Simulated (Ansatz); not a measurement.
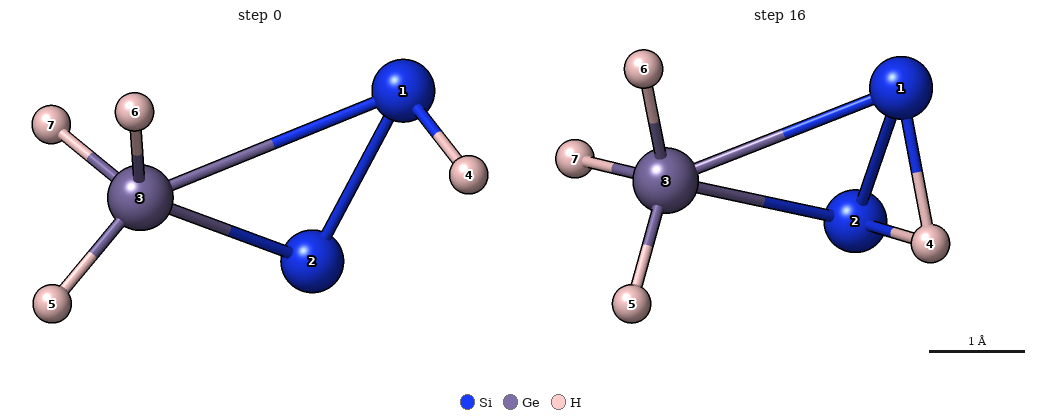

The structure of GeSi$_{2}$H$_{4}$ before (left) and after (right) a relaxation, at one scale.

Style: ball-and-stick. Shown from a free direction.

The calculation used Ansatz, RKS PBE0-D4/def2-TZVP. Settings: force threshold 0.005 eV/Å; at most 200 steps.

Describe what moved and what it gained.

The atom that moves furthest after the best rigid fit is H4 (1.12 Å). Largest moves by element: H 1.12 Å, Si 0.65 Å, Ge 0.20 Å. Near-neighbour distances that change, for instance: Si2–H4 2.783 → 1.681 Å, Si1–Ge3 3.020 → 2.665 Å, Si1–H4 1.521 → 1.677 Å, Si2–Ge3 2.419 → 2.547 Å. Among the angles between lasting bonds that change: Si2–Si1–H4 92.0° → 48.9°, Si1–Si2–Ge3 80.0° → 67.7°, H5–Ge3–H7 99.9° → 110.5°. Groups turn about Si2–Ge3 by about 35°. Over 14 accepted moves (16 points after the start) the energy falls by 78.8 kJ/mol. The largest force component goes from 0.7 to 0.0029 eV/Å. The line search rejected the trial steps at points 6, 10 of the run.
